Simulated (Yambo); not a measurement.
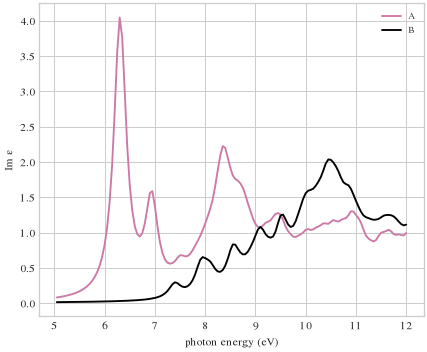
Fig. 1. Two computed absorption spectra of RbO2H3 (space group Cmc2_1, No. 36) (Yambo, PBEsol bands with the same scissor, field along x)

Axes are Cartesian, with cell vectors (Å) (2.11, -5.44, 0.00), (2.11, 5.44, 0.00), (0.00, 0.00, 5.94).

Task: Which curve includes the electron-hole attraction (BSE)?

Result: Curve A: the attraction moves weight to lower energy (centre of the plotted range 8.6 eV against 10.1 eV). Settings: 4×4×4 mesh, 11 valence and 12 conduction bands, static screening with 74 bands and a 3 Ry block, scissor 2.68 eV, Tamm-Dancoff. The scissor comes from a G0W0 run whose convergence isn't established. Broadening 0.15 eV. The band window holds all transitions up to 13.6 eV. On this mesh the peak heights and the fine structure are mesh artefacts; only the shift of weight is robust.

Geometry of the Materials Project entry, not relaxed at this level; primitive cell a = 5.833 Å, b = 5.833 Å, c = 5.940 Å, α = 90.00°, β = 90.00°, γ = 137.57°.

The structure is a Materials Project entry; no match was found in the copy of COD used, and its stability was not checked.
